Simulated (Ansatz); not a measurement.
Rh (fcc, Cu type): frozen-phonon scan

Rh (fcc, Cu type)

```
Rh
1.0
    0.00000     3.83026     3.83026
    1.91513     1.91513     3.83026
    1.91513     1.91513     0.00000
Rh
2
Direct
  0.00000   0.00000   0.00000
  0.50000   0.00000   0.00000
```

The atoms are displaced by Q × the pattern below (from a DFPT mode at X = (0.5, 0.5, 0.0), largest move 1; Q in Å), at fixed cell. It is one choice among 2 degenerate patterns. (q is in reciprocal vectors of the primitive cell; the cell shown is doubled to hold the pattern.)

| atom | x | y | z |
|---|---|---|---|
| Rh1 | 0.000 | 1.000 | 0.000 |
| Rh2 | 0.000 | -1.000 | 0.000 |

Level of theory: PBE (plane waves to 420 eV, PAW, scalar-relativistic; Ansatz, a quantum-chemistry and plane-wave program). k mesh 21×21×21 (Γ-centred), Fermi-Dirac smearing 0.05 eV. E stands for the smeared free energy. With partly filled bands, energies and forces of such displacements shift with the k mesh and the smearing. Rh is run without spin polarisation. Rh was relaxed with its symmetry unable to fall. The PAW data are Ansatz's earlier set. ΔE is measured from the undisplaced structure.

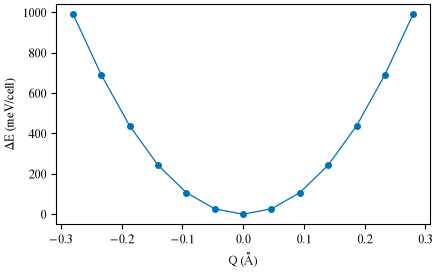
*ΔE (meV/cell) against Q (Å); one marker a computed point.*

The energy at Q = 0.280 Å comes out as 993 meV/cell. Symmetry of the curve: even: the same for both signs. Harmonic wavenumber from the curvature (finite differences): 179 cm⁻¹. Space group of the distorted cell: Cmcm (No. 63), lowered from Fm-3m. Shape of the curve: a single well with its minimum at or next to zero displacement.

E″ = 24.29 eV/Å², M = Σ mᵢ|uᵢ|² = 205.8 u, ν̃ = 521.5·√(|E″|/M).

(For displaced atoms, the force is minus the slope of the energy, and its curvature is a force constant, which sets phonon frequencies.)
